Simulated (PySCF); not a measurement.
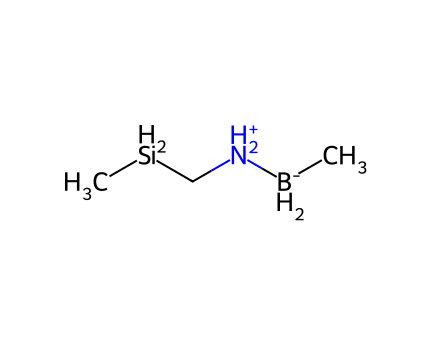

The geometry was computed by an optimisation with GFN2-xTB. No frequency run is at hand to confirm it as a minimum. Level of theory: B3LYP/def2-SVPD, gas phase (PySCF 2.14.0). Excitations: vertical, linear response.

### Estimate the lowest vertical singlet excitation.

6.06 eV.

### What is the HOMO energy (Kohn–Sham orbital)?

−7.26 eV.

### What is the brightest of the 8 lowest singlets?

7.31 eV.

### Estimate the dipole moment.

5.25 D.

The geometry is semi-empirical. Around B, Si such bond lengths and angles can be off by a tenth of an ångström or more and by several degrees, and values that hang on the shape move with them.
